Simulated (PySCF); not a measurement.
# C7H4F2O: magnetic properties

Wanted: magnetic properties for C7H4F2O (`C#CC(=O)CC#CC(F)F`).

Programs: PySCF 2.14.0, with routines of our own; each step states its level. All values are computed. Atoms count from 0.

## (1) The starting structure

14 atoms, charge 0, multiplicity 1; geometry from: GFN2-xTB.

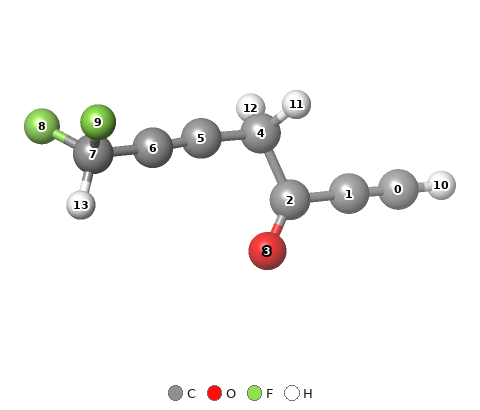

The starting geometry (carbon grey, oxygen red, fluorine green, hydrogen white).

## (2) Magnetic properties: GIAO PBE/pcSseg-1

What the job is given:

```
{"job": {"kind": "mag", "xc": "PBE", "basis": "pcSseg-1", "isotopologues": 0}, "charge": 0, "multiplicity": 1}
C      4.039745    -0.128174     0.672961
C      2.842444    -0.054044     0.729401
C      1.408222     0.034127     0.822035
O      0.806959     0.050002     1.862090
C      0.763579     0.102491    -0.562188
C     -0.673581     0.189227    -0.489158
C     -1.859076     0.259960    -0.324771
C     -3.305553     0.346820    -0.235991
F     -3.902977    -0.690012    -0.879944
F     -3.770218     1.477631    -0.829138
H      5.087235    -0.193087     0.614978
H      1.163215     0.975468    -1.087418
H      1.055709    -0.789366    -1.125295
H     -3.656380     0.343811     0.810271
```

Method: GIAO PBE/pcSseg-1 magnetisability, rotational g tensor and spin-rotation constants, non-relativistic, gas phase.

Run with:

```sh
> OMP_NUM_THREADS=1 python excited_run.py task.json out
```

This one command runs all jobs of the session in turn.

The program printed:

```text
coarse grid: 13344 points
cycle   1  E = -542.9078086378  dE =  1.580e+00  |g| = 1.120e+00  |ddm| = 4.137e+00
cycle   2  E = -541.6820122367  dE =  1.226e+00  |g| = 2.657e+00  |ddm| = 5.692e+00
cycle   3  E = -543.0502506804  dE = -1.368e+00  |g| = 6.373e-01  |ddm| = 5.009e+00
cycle   4  E = -543.1369815077  dE = -8.673e-02  |g| = 1.910e-01  |ddm| = 8.201e-01
cycle   5  E = -543.1357806987  dE =  1.201e-03  |g| = 1.887e-01  |ddm| = 2.845e-01
cycle   6  E = -543.1440910834  dE = -8.310e-03  |g| = 5.263e-02  |ddm| = 1.676e-01
cycle   7  E = -543.1446911396  dE = -6.001e-04  |g| = 1.336e-02  |ddm| = 4.986e-02
cycle   8  E = -543.1447109279  dE = -1.979e-05  |g| = 8.407e-03  |ddm| = 1.948e-02
cycle   9  E = -543.1447283303  dE = -1.740e-05  |g| = 2.375e-03  |ddm| = 7.776e-03
cycle  10  E = -543.1447295622  dE = -1.232e-06  |g| = 5.742e-04  |ddm| = 2.510e-03
final grid: 134360 points
cycle  11  E = -543.2592614239  dE = -8.986e-06  |g| = 2.060e-02  |ddm| = 7.554e-02
cycle  12  E = -543.2586728462  dE =  5.886e-04  |g| = 5.851e-02  |ddm| = 7.935e-02
cycle  13  E = -543.2593327575  dE = -6.599e-04  |g| = 7.866e-03  |ddm| = 6.350e-02
cycle  14  E = -543.2593453248  dE = -1.257e-05  |g| = 1.808e-03  |ddm| = 1.024e-02
cycle  15  E = -543.2593457839  dE = -4.591e-07  |g| = 8.778e-04  |ddm| = 2.139e-03
cycle  16  E = -543.2593459675  dE = -1.836e-07  |g| = 2.605e-04  |ddm| = 8.126e-04
cycle  17  E = -543.2593459816  dE = -1.408e-08  |g| = 2.290e-05  |ddm| = 2.523e-04
cycle  18  E = -543.2593459816  dE = -9.095e-11  |g| = 1.118e-05  |ddm| = 3.487e-05
converged SCF energy = -543.2593459816

Magnetisability tensor (1e-30 J/T^2)
    -1201.46       -2.14      -76.35
       -2.14    -1261.30       -0.99
      -76.35       -0.99     -990.27
isotropic -1151.01   principal values   -1261.46  -1226.02   -965.56
isotropic susceptibility -69.316 1e-6 cm^3/mol

Inertial axes            a          b          c
rot. const./GHz      4.7753     0.4348     0.4300
chi total           -73.731    -58.251    -75.964
chi diamagnetic    -337.696  -2602.267  -2646.114
chi paramagnetic    263.965   2544.016   2570.150
quadrupole/D A        9.926     -4.424     -5.501
g nuclear            0.5338     0.5129     0.5162
g electronic        -0.5922    -0.5196    -0.5191
g total             -0.0584    -0.0067    -0.0030

Spin-rotation constants (kHz, H = +C I.J)
atom  isotope        aa         bb         cc
  8    19F        5.159      0.647      0.342
  9    19F        5.160      0.644      0.344
 10     1H        0.128     -0.049     -0.051
 11     1H       -0.543     -0.020     -0.005
 12     1H       -0.542     -0.018     -0.007
 13     1H       -0.414      0.034     -0.041
  0    13C*       0.714      0.127      0.133
  1    13C*       0.136      0.147      0.164
  2    13C*       2.626      0.171      0.102
  3    17O*      -3.548     -0.467     -0.007
  4    13C*       0.749      0.085      0.084
  5    13C*       0.491      0.137      0.147
  6    13C*       0.378      0.140      0.157
  7    13C*       1.469      0.133      0.111
* in the singly substituted isotopologue
```

Run time: 40 s. Hardware: 1 thread of Intel Xeon Platinum 8559C, shared host; peak memory 0.67 GiB.

From this job:

```tsv
quantity	value
magnetisability	-1151·10⁻³⁰ J/T²
molar susceptibility	-69.3·10⁻⁶ cm³/mol
rotational g (a, b, c)	-0.0584, -0.0067, -0.0030
```

## (3) Magnetic properties: GIAO B97-D/pcSseg-0

The job, as its differences from that of step 2:

```diff
@@ -1,2 +1,2 @@
-{"job": {"kind": "mag", "xc": "PBE", "basis": "pcSseg-1", "isotopologues": 0}, "charge": 0, "multiplicity": 1}
+{"job": {"kind": "mag", "xc": "B97-D", "basis": "pcSseg-0"}, "charge": 0, "multiplicity": 1}
 C      4.039745    -0.128174     0.672961
```

Level: GIAO B97-D/pcSseg-0 magnetisability, rotational g tensor and spin-rotation constants, non-relativistic, gas phase.

The program printed:

```text
coarse grid: 13344 points
cycle   1  E = -542.1917235238  dE =  1.558e+00  |g| = 1.099e+00  |ddm| = 4.731e+00
cycle   2  E = -540.7068022756  dE =  1.485e+00  |g| = 2.795e+00  |ddm| = 7.282e+00
cycle   3  E = -542.3591291257  dE = -1.652e+00  |g| = 5.652e-01  |ddm| = 6.389e+00
cycle   4  E = -542.4264944391  dE = -6.737e-02  |g| = 1.948e-01  |ddm| = 9.400e-01
cycle   5  E = -542.4272785436  dE = -7.841e-04  |g| = 1.732e-01  |ddm| = 3.125e-01
cycle   6  E = -542.4344808332  dE = -7.202e-03  |g| = 4.034e-02  |ddm| = 1.712e-01
cycle   7  E = -542.4348684247  dE = -3.876e-04  |g| = 1.145e-02  |ddm| = 4.493e-02
cycle   8  E = -542.4348854595  dE = -1.703e-05  |g| = 7.205e-03  |ddm| = 1.456e-02
cycle   9  E = -542.4348988327  dE = -1.337e-05  |g| = 1.761e-03  |ddm| = 7.833e-03
cycle  10  E = -542.4348994830  dE = -6.503e-07  |g| = 5.305e-04  |ddm| = 3.422e-03
final grid: 134360 points
cycle  11  E = -542.3311969250  dE =  6.467e-05  |g| = 2.955e-02  |ddm| = 5.097e-02
cycle  12  E = -542.3303912748  dE =  8.057e-04  |g| = 7.068e-02  |ddm| = 1.222e-01
cycle  13  E = -542.3313088615  dE = -9.176e-04  |g| = 1.465e-02  |ddm| = 1.006e-01
cycle  14  E = -542.3313501341  dE = -4.127e-05  |g| = 1.419e-03  |ddm| = 1.904e-02
cycle  15  E = -542.3313504759  dE = -3.418e-07  |g| = 7.811e-04  |ddm| = 1.913e-03
cycle  16  E = -542.3313506279  dE = -1.520e-07  |g| = 1.467e-04  |ddm| = 8.280e-04
cycle  17  E = -542.3313506330  dE = -5.110e-09  |g| = 2.928e-05  |ddm| = 2.317e-04
cycle  18  E = -542.3313506331  dE = -1.196e-10  |g| = 1.869e-05  |ddm| = 4.469e-05
converged SCF energy = -542.3313506331

Magnetisability tensor (1e-30 J/T^2)
    -1217.66       -2.44      -83.86
       -2.44    -1284.59       -0.49
      -83.86       -0.49    -1015.99
isotropic -1172.74   principal values   -1284.75  -1247.81   -985.67
isotropic susceptibility -70.624 1e-6 cm^3/mol

Inertial axes            a          b          c
rot. const./GHz      4.7753     0.4348     0.4300
chi total           -74.939    -59.567    -77.367
chi diamagnetic    -338.237  -2602.946  -2646.607
chi paramagnetic    263.298   2543.379   2569.239
quadrupole/D A        9.876     -4.241     -5.635
g nuclear            0.5338     0.5129     0.5162
g electronic        -0.5907    -0.5195    -0.5190
g total             -0.0569    -0.0066    -0.0028

Spin-rotation constants (kHz, H = +C I.J)
atom  isotope        aa         bb         cc
  8    19F        4.507      0.554      0.327
  9    19F        4.509      0.549      0.331
 10     1H        0.105     -0.054     -0.056
 11     1H       -0.574     -0.025     -0.010
 12     1H       -0.574     -0.023     -0.011
 13     1H       -0.441      0.030     -0.045
  0    13C*       0.681      0.120      0.128
  1    13C*       0.128      0.141      0.153
  2    13C*       2.635      0.173      0.096
  3    17O*      -3.675     -0.497     -0.001
  4    13C*       0.697      0.080      0.080
  5    13C*       0.466      0.132      0.141
  6    13C*       0.335      0.133      0.149
  7    13C*       1.464      0.134      0.108
* in the singly substituted isotopologue
```

It took 17 s on 1 thread of Intel Xeon Platinum 8559C, shared host; peak memory 0.55 GiB.

From this job:

```tsv
quantity	value
magnetisability	-1173·10⁻³⁰ J/T²
molar susceptibility	-70.6·10⁻⁶ cm³/mol
rotational g (a, b, c)	-0.0569, -0.0066, -0.0028
```

## (4) The levels compared

```tsv
level	ξ (10⁻³⁰ J/T²)	g(a)	g(b)	gap (eV)	functions	time
GIAO PBE/pcSseg-1	-1151	-0.0584	-0.0067	3.51	190	40 s
GIAO B97-D/pcSseg-0	-1173	-0.0569	-0.0066	3.61	98	17 s
```

## (5) Results

```
                                          quantity                      value
       magnetisability (step 2, GIAO PBE/pcSseg-1)           -1151·10⁻³⁰ J/T²
  molar susceptibility (step 2, GIAO PBE/pcSseg-1)         -69.3·10⁻⁶ cm³/mol
rotational g (a, b, c) (step 2, GIAO PBE/pcSseg-1)  -0.0584, -0.0067, -0.0030
                   magnetisability over the levels  -1173 to -1151·10⁻³⁰ J/T²
```

The magnetisability spreads by 1.9 % over 2 levels, from GIAO B97-D/pcSseg-0 (17 s) to GIAO PBE/pcSseg-1 (40 s); the runs took 17 s to 40 s. Two levels can agree by chance, so this spread shows no convergence. Vibrational averaging and real surroundings are missing from these values.
